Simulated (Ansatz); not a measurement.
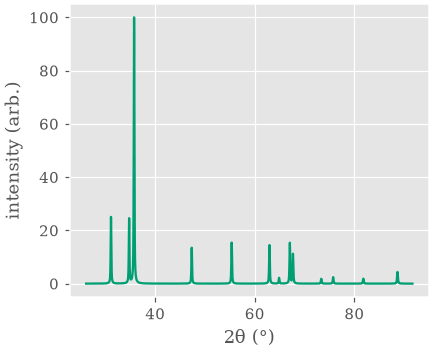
Figure. Simulated powder pattern, Cu Kα, λ = 1.54184 Å

The pattern belongs to a structure relaxed with DFT-PBE in the program Ansatz with PAW potentials.

Question: Which of these materials gives this?
(A) Sn, β-Sn type
(B) Zr, hcp (Mg type)
(C) Sc, hcp (Mg type)
(D) Ta, bcc (W type)

Answer: C, Sc, hcp (Mg type)

Space group P6_3/mmc (hcp (Mg type)). Symmetry was held in the PBE relaxation. The run is not spin-polarised.

Potentials: the later of the program's two PAW sets.
